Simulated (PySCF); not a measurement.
C4H8BrFSi

```xyz
15

C     2.2776   -0.3686    0.2105
Si    0.8034    0.7140    0.7003
C    -0.5731    0.4382   -0.5766
C    -2.0306    0.4784   -0.1656
C    -1.3948   -0.7972   -0.5795
F    -1.7580   -1.3460   -1.7656
Br   -1.1044   -2.2105    0.7028
H     2.0299   -1.4257    0.2556
H     3.1182   -0.2000    0.8761
H     2.6096   -0.1485   -0.8010
H     1.1190    2.1443    0.6210
H     0.2896    0.3858    2.0320
H    -0.3706    0.8185   -1.5722
H    -2.7565    0.9114   -0.8392
H    -2.2640    0.6139    0.8799
```

Geometry: GFN2-xTB.

Computed with wB97X-D/def2-SVPD, SCF density, gas phase in PySCF.

Q: Predict the electron density and electron localisation function between the atoms.

A: C–C (1.48 Å): the density is about 1.7 e/Å³ at the midpoint; the ELF peaks at about 0.90 between the atoms; a covalent bond.
C–Si (1.90 Å): ρ is about 0.92 e/Å³ halfway; the ELF peaks at about 0.95 between the atoms, as expected for a shared electron pair.
C–Br (1.93 Å): the density is about 1.1 e/Å³ at the midpoint; the ELF peaks at about 0.90 between the atoms (a shared electron pair).

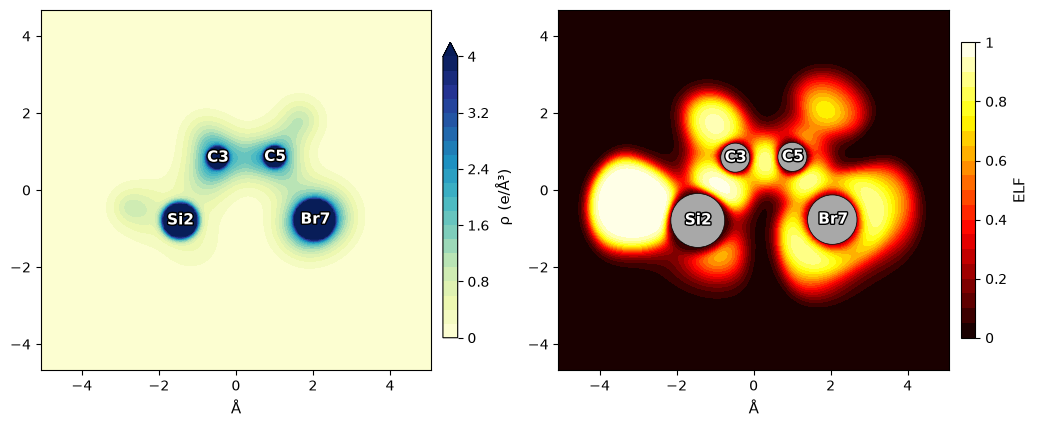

Computed electron density and electron localisation function on the plane of atoms Si2, C3 and C5, in this order. Grey discs cover the atomic cores in the ELF map. 
